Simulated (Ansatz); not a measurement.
**Hypothetical anti-CdI2 type W2N: pressure series**

Start from W$_{2}$N in the anti-CdI2 type structure (space group P-3m1, No. 164; a hypothetical phase, not in the database extracts checked).

```
W2N
1.0
    2.82188     0.00000     0.00000
   -1.41094     2.44382     0.00000
    0.00000     0.00000     5.37473
N W
1 2
Direct
  0.00000   0.00000   0.00000
  0.33333   0.66667   0.26905
  0.66667   0.33333   0.73095
```

Cell and atoms are relaxed at each pressure.

All numbers come from Kohn–Sham DFT with the PBE functional, run in Ansatz (an electronic-structure program) with PAW and 420 eV plane waves, scalar-relativistic without spin-orbit coupling.

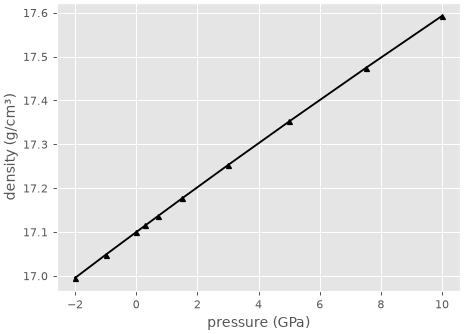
*Density against pressure*

### Question
From the plot, what is the density for pressure 1.5 GPa?

### Answer
About 17.18 g/cm³.

### Question
Is the trend monotonic over the range shown?

### Answer
Yes, it rises throughout, spanning 17.00 g/cm³ to 17.59 g/cm³.

Load acts through the strain it causes; cell and atoms are relaxed under it. Stability against distortions was not tested. No other phases were tried under pressure. All final runs are without spin polarisation. An odd electron count without spin: W2N.
